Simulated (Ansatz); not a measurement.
# Dissociation curves of PH2F (phosphinous fluoride(8ci,9ci))

The species is PH2F (4 atoms), meant as a singlet with charge 0. As SMILES, `FP`. The coordinates come from a GFN2-xTB relaxation.

```xyz
4

F     1.1605    0.6688   -0.2227
P    -0.0720   -0.3691   -0.4797
H    -1.0539    0.5743   -0.1296
H    -0.0346   -0.8740    0.8319
```

The P2–H3 distance is scanned; the parts on either side stay rigid. Basis STO-3G, 6 core orbitals frozen in the correlated methods; program Ansatz 0.2.0. FCI is exact within this basis and core. Energies in eV from each method's value at 1.406 Å; methods without a U are spin-restricted. The shape above is that at 1.406 Å.

```json
{"distance (Å)": "1.406", "PBE": "0.00", "B3LYP": "0.00", "CAM-B3LYP": "0.00", "B2PLYP": "0.00", "MP2": "0.00", "CCSDTQ": "0.00", "FCI": "0.00"}
{"distance (Å)": "1.757", "PBE": "0.69", "B3LYP": "0.85", "CAM-B3LYP": "0.98", "B2PLYP": "0.97", "MP2": "1.08", "CCSDTQ": "0.86", "FCI": "0.86"}
{"distance (Å)": "2.109", "PBE": "2.11", "B3LYP": "2.43", "CAM-B3LYP": "2.73", "B2PLYP": "2.65", "MP2": "2.89", "CCSDTQ": "2.26", "FCI": "2.26"}
{"distance (Å)": "2.812", "PBE": "4.36", "B3LYP": "4.96", "CAM-B3LYP": "5.60", "B2PLYP": "5.01", "MP2": "5.15", "CCSDTQ": "3.64", "FCI": "3.64"}
{"distance (Å)": "3.515", "PBE": "5.40", "B3LYP": "6.17", "CAM-B3LYP": "7.08", "B2PLYP": "5.48", "MP2": "5.06", "CCSDTQ": "3.85", "FCI": "3.85"}
```

Departure from the FCI curve at its largest: PBE +1.55 eV at 3.52 Å; B3LYP +2.32 eV at 3.52 Å; CAM-B3LYP +3.23 eV at 3.52 Å; B2PLYP +1.63 eV at 3.52 Å; MP2 +1.51 eV at 2.81 Å; CCSDTQ within 0.005 eV. Functionals converge differently with the basis, so for them the departure isn't an error alone.

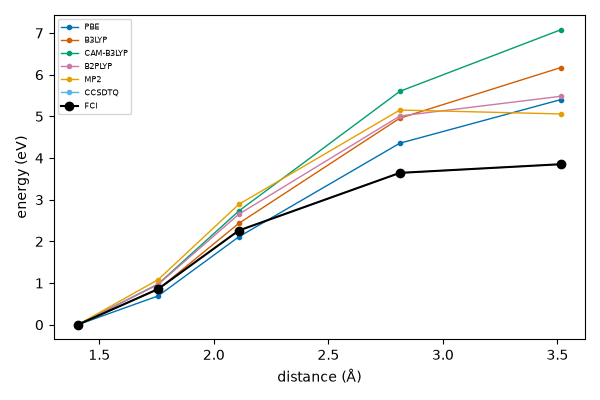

The curves of the table.
